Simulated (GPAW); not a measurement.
# Screening of a field by W2C(OH)2 MXene monolayer, part 2 of 2

Wanted: the out-of-plane polarisability of W2C(OH)2 MXene monolayer.

GPAW 26.7.0; GPAW, PAW setups; layer in a repeated cell with vacuum, relaxation of atoms and in-plane cell (the session's first sound run).

So far, dipole along the normal (e·Å): step 2 (relaxing the atoms) -4.8e-5; step 3 (plane waves, PBE) -5.6e-4; step 4 (field on) -0.125.

## (5) Field on

Level of this step: GPAW, PAW setups; slab in vacuum (GPAW).

run.py reads:

```python
import json
import numpy as np
from ase import Atoms
from gpaw import GPAW, PW
from gpaw.external import ConstantElectricField

slab = Atoms(
    ['H', 'O', 'W', 'C', 'W', 'O', 'H'],
    positions=[
        [-0.00000, 1.89730, 9.00000],
        [-0.00000, 1.89730, 9.97852],
        [1.64310, 0.94865, 11.29956],
        [-0.00000, 0.00000, 12.24418],
        [-0.00000, 1.89730, 13.18880],
        [1.64310, 0.94865, 14.50984],
        [1.64310, 0.94865, 15.48836]],
    cell=[[3.28621, -0.0, 0.0], [-1.6431, 2.84594, 0.0], [0.0, 0.0, 24.4884]],
    pbc=[True, True, False])

slab.calc = GPAW(mode=PW(500), xc='PBE', kpts={'size': (12, 12, 1), 'gamma': True},
                 occupations={'name': 'fermi-dirac', 'width': 0.05}, nbands='160%',
                 convergence={'density': 1e-05}, maxiter=200,
                 poissonsolver={'dipolelayer': 'xy'},
                 external=ConstantElectricField(-0.1, [0, 0, 1]),
                 symmetry={'tolerance': 1e-3}, txt='slab.txt')
result = {}
energy = slab.get_potential_energy()
fermi = slab.calc.get_fermi_level()
v = slab.calc.get_electrostatic_potential().mean((0, 1)) - fermi
n = slab.calc.get_pseudo_density().mean((0, 1))
L = slab.cell[2, 2]
z = np.arange(len(v)) * L / len(v)
low, high = slab.positions[:, 2].min(), slab.positions[:, 2].max()
below, above = np.interp([low - 6.8, high + 6.8], z, v)
slopes = [np.interp(x, z, np.gradient(v, z)) for x in (low - 6.8, high + 6.8)]
eps = np.array([[slab.calc.get_eigenvalues(k, s) for k in range(len(slab.calc.get_ibz_k_points()))]
                for s in range(slab.calc.get_number_of_spins())]) - fermi
top, bottom = eps[eps < 0].max(), eps[eps > 0].min()
dipole = slab.get_dipole_moment()[2]
print(f'energy {energy:.4f} eV, Fermi level {fermi:.4f} eV, dipole {dipole:.5f} e A')
print(f'potential 6.8 A off the faces, from the Fermi level: lower {below:.4f} eV, upper {above:.4f} eV')
print(f'slope of the potential there: lower {slopes[0]:.5f}, upper {slopes[1]:.5f} eV/A')
print(f'nearest levels on the mesh: {top:.4f} and {bottom:.4f} eV')
print('magnetic moment', round(slab.get_magnetic_moment(), 3))
result.update(energy=energy, fermi=fermi, dipole=dipole, below=below, above=above, slopes=slopes, edges=[top, bottom],
              z=z.tolist(), v=v.tolist(), n=n.tolist(), positions=slab.positions.tolist(),
              forces=slab.get_forces(apply_constraint=False).tolist(), moments=slab.get_magnetic_moments().tolist())
json.dump(result, open('result.json', 'w'))
```

On the command line:

```
OMP_NUM_THREADS=1 OPENBLAS_NUM_THREADS=1 python run.py
```

The log of the run:

```text
energy -51.8337 eV, Fermi level 1.5878 eV, dipole -0.06250 e A
potential 6.8 A off the faces, from the Fermi level: lower 1.5759 eV, upper 2.7849 eV
slope of the potential there: lower 0.00014, upper 0.00038 eV/A
nearest levels on the mesh: -0.0348 and 0.0156 eV
magnetic moment 0.0
```

Wall time 3.5 min (1 thread of Intel Xeon 6975P-C (Granite Rapids), shared host); peak memory 0.7 GiB.

This step gave:

```yaml
dipole_along_the_normal: -0.06250 e·Å
levels_nearest_the_fermi_level_on_the_mesh: -0.03481, 0.01562 eV from the Fermi level
potential_below_the_slab_the_applied_field_s_own_ramp_left_out: 1.576 eV from the Fermi level
potential_above_the_slab_the_applied_field_s_own_ramp_left_out: 2.785 eV from the Fermi level
```

The electrostatic potential energy of an electron (without an applied field's), less the Fermi level, planar mean oscillates, so the rows of the table below give means over windows of 2.5 Å about each position, cut where the curve ends. Its maxima inside the range that stand out by 2 % of the span (Å: eV): 9.3: -0.580, 10.4: -6.66, 12.0: -15.0, 12.5: -14.9, 14.1: -6.28, 15.2: 0.0590. Its minima: 9.0: -1.46, 10.0: -10.0, 11.3: -23.6, 12.2: -16.3, 13.2: -23.4, 14.4: -9.55, 15.5: -0.751.

Table of electrostatic potential energy of an electron (without an applied field's), less the Fermi level, planar mean by z; means over each step:

| z (Å) | electrostatic potential energy of an electron (without an applied field's), less the Fermi level, planar mean (eV) |
| --- | --- |
| 0.0 | 1.67 |
| 2.5 | 1.58 |
| 5.0 | 1.56 |
| 7.5 | 1.03 |
| 10.0 | -7.66 |
| 12.5 | -18.3 |
| 15.0 | -3.33 |
| 17.5 | 2.39 |
| 20.0 | 2.77 |
| 22.5 | 2.78 |

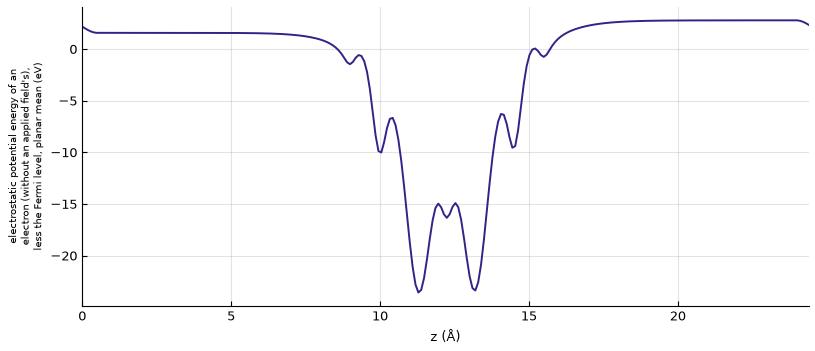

Electrostatic potential energy of an electron (without an applied field's), less the Fermi level, planar mean, plotted against z.

Force by atom:

| atom | x (eV/Å) | y (eV/Å) | z (eV/Å) | size |
| --- | --- | --- | --- | --- |
| H1 | 0.000 | 0.000 | -0.080 | 0.080 |
| O2 | 0.000 | 0.000 | 0.044 | 0.044 |
| W3 | 0.000 | 0.000 | 0.021 | 0.021 |
| C4 | 0.000 | 0.000 | -0.003 | 0.003 |
| W5 | 0.000 | 0.000 | 0.009 | 0.009 |
| O6 | 0.000 | 0.000 | -0.096 | 0.096 |
| H7 | 0.000 | 0.000 | 0.107 | 0.107 |

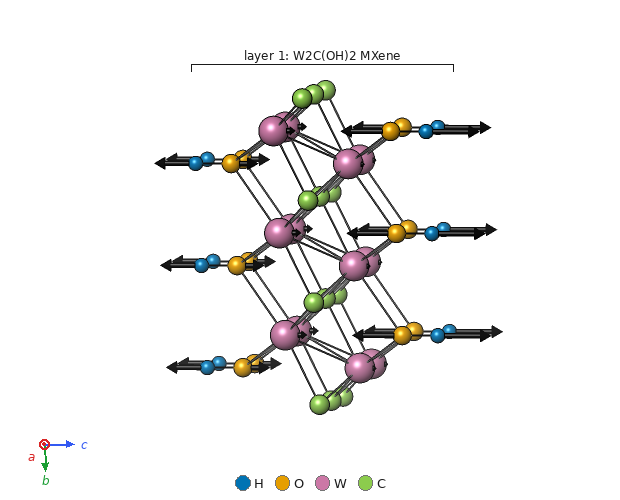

Force as arrows, the longest 0.107 eV/Å. 2×3×1 cells are drawn. Some periodic images of atoms are drawn too.

The dipole is now -0.0625 e Å, against -5.6e-4 in the run without a field.

## (6) In a field

Edit run.py of step 5 so:

```diff
@@ -23,3 +23,3 @@
                  poissonsolver={'dipolelayer': 'xy'},
-                 external=ConstantElectricField(-0.1, [0, 0, 1]),
+                 external=ConstantElectricField(-0.05, [0, 0, 1]),
                  symmetry={'tolerance': 1e-3}, txt='slab.txt')
```

The log of the run:

```text
energy -51.8313 eV, Fermi level 1.5931 eV, dipole -0.03125 e A
potential 6.8 A off the faces, from the Fermi level: lower 1.8681 eV, upper 2.4727 eV
slope of the potential there: lower 0.00008, upper 0.00015 eV/A
nearest levels on the mesh: -0.0347 and 0.0158 eV
magnetic moment 0.0
```

Run time: 3.8 min. Hardware: 1 thread; peak memory 0.7 GiB.

## (7) In a field

Edit run.py of step 6 so:

```diff
@@ -23,3 +23,3 @@
                  poissonsolver={'dipolelayer': 'xy'},
-                 external=ConstantElectricField(-0.05, [0, 0, 1]),
+                 external=ConstantElectricField(0.05, [0, 0, 1]),
                  symmetry={'tolerance': 1e-3}, txt='slab.txt')
```

The log of the run:

```text
energy -51.8313 eV, Fermi level 1.5931 eV, dipole 0.03125 e A
potential 6.8 A off the faces, from the Fermi level: lower 2.4727 eV, upper 1.8681 eV
slope of the potential there: lower -0.00016, upper -0.00008 eV/A
nearest levels on the mesh: -0.0347 and 0.0158 eV
magnetic moment 0.0
```

The job ended after 3.8 min (1 thread; peak memory 0.7 GiB).

The electrostatic potential energy of an electron (without an applied field's), less the Fermi level, planar mean oscillates, so the rows of the table below give means over windows of 2 Å about each position, cut where the curve ends. Its maxima inside the range that stand out by 2 % of the span (Å: eV): 9.3: -0.100, 10.4: -6.37, 12.0: -14.9, 12.5: -14.9, 14.1: -6.56, 15.2: -0.420. Its minima: 9.0: -0.927, 10.0: -9.66, 11.3: -23.4, 12.2: -16.3, 13.2: -23.5, 14.4: -9.89, 15.5: -1.28.

The electrostatic potential energy of an electron (without an applied field's), less the Fermi level, planar mean by z; means over each step:

| z (Å) | electrostatic potential energy of an electron (without an applied field's), less the Fermi level, planar mean (eV) |
| --- | --- |
| 0 | 2.42 |
| 2 | 2.47 |
| 4 | 2.47 |
| 6 | 2.38 |
| 8 | 1.29 |
| 10 | -6.40 |
| 12 | -18.2 |
| 14 | -11.9 |
| 16 | 0.243 |
| 18 | 1.74 |
| 20 | 1.86 |
| 22 | 1.87 |
| 24 | 1.89 |

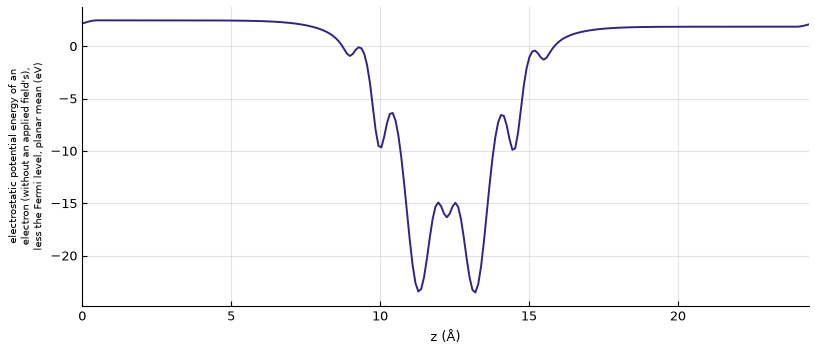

Electrostatic potential energy of an electron (without an applied field's), less the Fermi level, planar mean against z.

## (8) Field on

Edit run.py of step 7 so:

```diff
@@ -23,3 +23,3 @@
                  poissonsolver={'dipolelayer': 'xy'},
-                 external=ConstantElectricField(0.05, [0, 0, 1]),
+                 external=ConstantElectricField(0.1, [0, 0, 1]),
                  symmetry={'tolerance': 1e-3}, txt='slab.txt')
```

The log of the run:

```text
energy -51.8337 eV, Fermi level 1.5878 eV, dipole 0.06250 e A
potential 6.8 A off the faces, from the Fermi level: lower 2.7849 eV, upper 1.5759 eV
slope of the potential there: lower -0.00038, upper -0.00014 eV/A
nearest levels on the mesh: -0.0348 and 0.0156 eV
magnetic moment 0.0
```

The job ended after 3.4 min (1 thread; peak memory 0.7 GiB).

The electrostatic potential energy of an electron (without an applied field's), less the Fermi level, planar mean oscillates, so the rows of the table below give means over windows of 2 Å about each position, cut where the curve ends. Its maxima inside the range that stand out by 2 % of the span (Å: eV): 0.8: 2.79, 9.3: 0.059, 10.4: -6.28, 12.0: -14.9, 12.5: -15.0, 14.1: -6.66, 15.2: -0.580. Its minima: 9.0: -0.751, 10.0: -9.55, 11.3: -23.4, 12.2: -16.3, 13.2: -23.6, 14.4: -10.0, 15.5: -1.46.

Table of electrostatic potential energy of an electron (without an applied field's), less the Fermi level, planar mean by z; means over each step:

| z (Å) | electrostatic potential energy of an electron (without an applied field's), less the Fermi level, planar mean (eV) |
| --- | --- |
| 0 | 2.67 |
| 2 | 2.78 |
| 4 | 2.78 |
| 6 | 2.68 |
| 8 | 1.52 |
| 10 | -6.28 |
| 12 | -18.2 |
| 14 | -11.9 |
| 16 | 0.0370 |
| 18 | 1.46 |
| 20 | 1.57 |
| 22 | 1.58 |
| 24 | 1.62 |

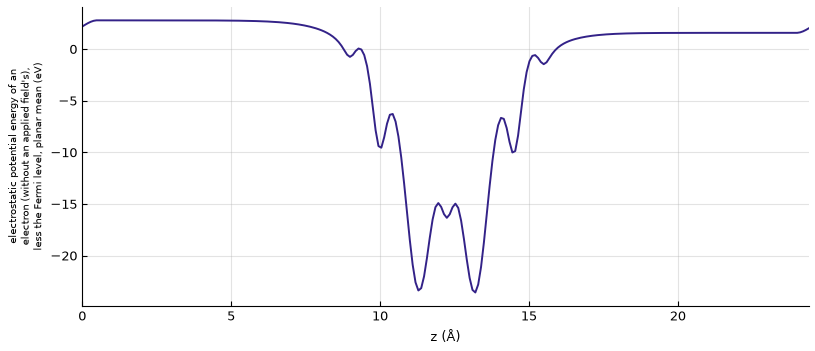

Electrostatic potential energy of an electron (without an applied field's), less the Fermi level, planar mean against z.

The dipole is now 0.0625 e Å, against -5.6e-4 in the run without a field.

## (9) Field on

Edit run.py of step 8 so:

```diff
@@ -23,3 +23,3 @@
                  poissonsolver={'dipolelayer': 'xy'},
-                 external=ConstantElectricField(0.1, [0, 0, 1]),
+                 external=ConstantElectricField(0.2, [0, 0, 1]),
                  symmetry={'tolerance': 1e-3}, txt='slab.txt')
```

The log of the run:

```text
energy -51.8431 eV, Fermi level 1.5668 eV, dipole 0.12535 e A
potential 6.8 A off the faces, from the Fermi level: lower 3.4331 eV, upper 1.0088 eV
slope of the potential there: lower -0.00127, upper -0.00018 eV/A
nearest levels on the mesh: -0.0355 and 0.0153 eV
magnetic moment 0.0
```

Run time: 3.3 min. Hardware: 1 thread; peak memory 0.7 GiB.

The dipole is now 0.125 e Å, against -5.6e-4 in the run without a field.

## (10) Field on

Edit run.py of step 9 so:

```diff
@@ -23,3 +23,3 @@
                  poissonsolver={'dipolelayer': 'xy'},
-                 external=ConstantElectricField(0.2, [0, 0, 1]),
+                 external=ConstantElectricField(0.3, [0, 0, 1]),
                  symmetry={'tolerance': 1e-3}, txt='slab.txt')
```

The log of the run:

```text
energy -51.8589 eV, Fermi level 1.5289 eV, dipole 0.18922 e A
potential 6.8 A off the faces, from the Fermi level: lower 4.1246 eV, upper 0.4659 eV
slope of the potential there: lower -0.00359, upper -0.00013 eV/A
nearest levels on the mesh: -0.0364 and 0.0148 eV
magnetic moment 0.0
```

The job ended after 3.5 min (1 thread; peak memory 0.7 GiB).

The dipole is now 0.189 e Å, against -5.6e-4 in the run without a field.

## (11) The series

The members are put on one axis.

This step: induced dipole against applied field (GPAW 26.7.0).

Dipole along the normal against field:

| field (V/Å) | dipole along the normal (e·Å) |
| --- | --- |
| -0.200 | -0.125 |
| -0.100 | -0.0625 |
| -0.050 | -0.0313 |
| 0.000 | -5.6e-4 |
| 0.050 | 0.0313 |
| 0.100 | 0.0625 |
| 0.200 | 0.125 |
| 0.300 | 0.189 |

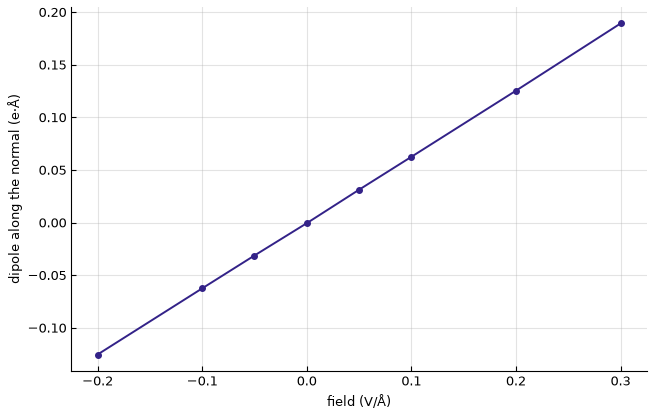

Dipole along the normal, plotted against field.

## (12) Results

```
work function, upper and lower face            : 2.174 and 2.161 eV
dipole along the normal                        : -5.6e-4 e Å
induced dipole per field                       : 0.628 e Å per V/Å
out-of-plane polarisability per area, α/(ε0 A) : 12.2 Å
```

What this shows: The field induces 0.628 e Å per V/Å, a polarisable thickness α/(ε0 A) of 12.2 Å beside 6.49 Å between the outermost nuclei. A perfect conductor would give the distance between its two image planes; a dielectric of thickness t gives t(1 - 1/ε). The induced dipole is linear in the field over this range. The starting lattice was a guess from atomic radii; the relaxation moved it by 5 %. The small printed dipole stands for a step of 11 meV from the lower to the upper face, and the probes find 12 meV; values this small are near the numerical noise of both. The layer's cell and atoms come from the relaxation; spin-orbit coupling and temperature are left out.

[Logs are printed without paths, hosts, clocks, repeated set-up lines and the standing remarks that a program may print on its own settings, such as how far it seeks lower states.]

[Hosts, paths, dates, database ids (printed as entryN), source tags and the programs' standing remarks are cut or masked in the printed files.]
